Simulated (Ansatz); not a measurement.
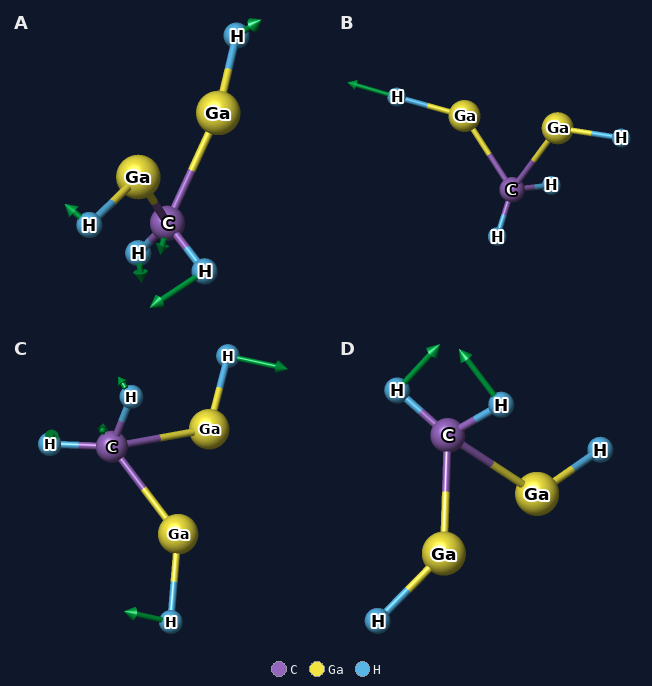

4 normal modes of one molecule or complex, as arrows. Harmonic vibrations computed with RKS PBE0-D4/def2-TZVP (Ansatz 0.2.0) at a stationary point of the same level.

Match the panels to the wavenumbers 232 cm⁻¹, 632 cm⁻¹, 1347 cm⁻¹, 1968 cm⁻¹.

A: 632 cm⁻¹
B: 1968 cm⁻¹, Ga–H stretching
C: 232 cm⁻¹
D: 1347 cm⁻¹, angle bending
